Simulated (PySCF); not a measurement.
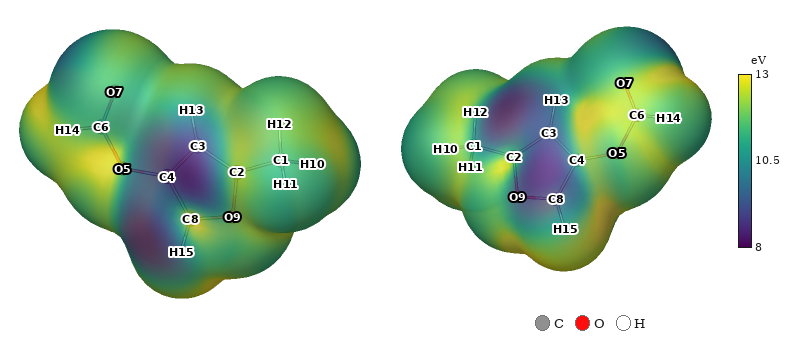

Figure 1: C6H6O3, SMILES `Cc1cc(OC=O)co1`. Average local ionisation energy on the surface of electron density 0.001 a.u. (back view left, front view right).

Computed with PySCF, TPSSh/def2-SVPD, geometry: GFN2-xTB. No frequency check shows the geometry to be a minimum.

Coordinates in Å:

```
C1      -2.8578    1.1499   -0.0005
C2      -1.6280    0.3166   -0.0006
C3      -0.3093    0.6637   -0.0022
C4       0.4078   -0.5634   -0.0008
O5       1.7650   -0.8090   -0.0023
C6       2.6538    0.1732   -0.0002
O7       2.4614    1.3517    0.0032
C8      -0.5266   -1.5608    0.0013
O9      -1.7586   -1.0272    0.0016
H10     -3.4609    0.9360    0.8826
H11     -3.4626    0.9338   -0.8780
H12     -2.5867    2.2006   -0.0023
H13      0.1075    1.6482   -0.0046
H14      3.6557   -0.2920   -0.0019
H15     -0.4343   -2.6269    0.0027
```

Locate the minima of the map.

Answer. The lowest value is 8.2 eV, over C3, off the plane of its three bonds (2.1 Å), and at like points elsewhere. Further minima include 9.8 eV, 1.8 Å from O7; 10.9 eV, 1.3 Å from H10. For comparison, the highest occupied orbital lies at −5.9 eV.

What volume does the surface enclose, and what is the dipole moment?

Answer. About 148 Å³; the dipole moment is 1.4 D.

Cost of the run: 2.4 min on 1 thread of Intel(R) Xeon(R) Processor @ 2.50GHz (Skylake/Cascade Lake), on a shared host, peak memory 1.1 GiB.
